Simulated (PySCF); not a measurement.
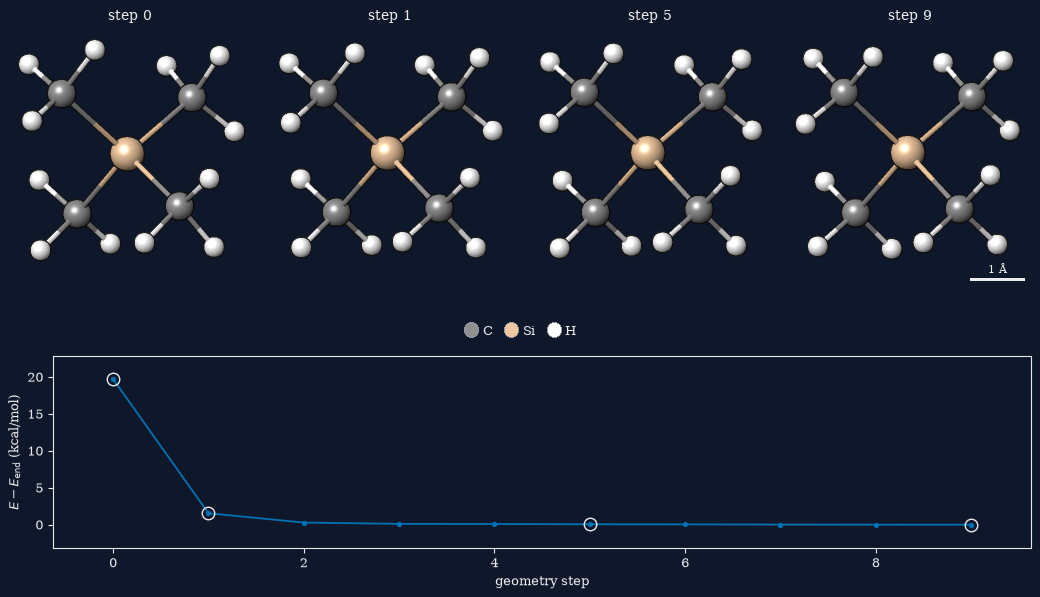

Frames of a relaxation of C₄H₁₂Si, marked on the history of the run. A ball-and-stick model, seen from a free direction.

The start comes from GFN2-xTB. Its atoms were then displaced at random by about 0.03 Å.

Level of theory: PySCF 2.14.0, density-fitted response routines, PBE0-D3(BJ)/def2-SVP geometry optimisation, gas phase. 

What happens along the run?

The largest move after the best rigid fit is that of an H atom, 0.18 Å. By element the largest moves are H 0.18 Å, C 0.11 Å, Si 0.02 Å. Near-neighbour distances that change, for instance: C–H 1.012 → 1.102 Å, C–H 1.168 → 1.102 Å, C–Si 1.819 → 1.884 Å, C–Si 1.931 → 1.885 Å. Among the angles between lasting bonds that change: H–C–H 96.2° → 107.7°, H–C–H 98.8° → 107.7°, Si–C–H 119.9° → 111.2°. Over 9 geometry steps the energy falls by 19.7 kcal/mol. Cost: 63 s on 1 thread of Arm Neoverse V1 (shared host). From step 0 to 1: an H atom moves most (0.08 Å), energy −18.2 kcal/mol. From step 1 to 5: an H atom moves most (0.08 Å), energy −1.49 kcal/mol. From step 5 to 9: H atoms move most (0.09 Å), energy −0.06 kcal/mol.

```json
{"step": "0", "E − E(0), kcal/mol": "0.00"}
{"step": "1", "E − E(0), kcal/mol": "-18.16"}
{"step": "2", "E − E(0), kcal/mol": "-19.43"}
{"step": "3", "E − E(0), kcal/mol": "-19.60"}
{"step": "4", "E − E(0), kcal/mol": "-19.62"}
{"step": "5", "E − E(0), kcal/mol": "-19.65"}
{"step": "6", "E − E(0), kcal/mol": "-19.67"}
{"step": "7", "E − E(0), kcal/mol": "-19.70"}
{"step": "8", "E − E(0), kcal/mol": "-19.71"}
{"step": "9", "E − E(0), kcal/mol": "-19.71"}
```
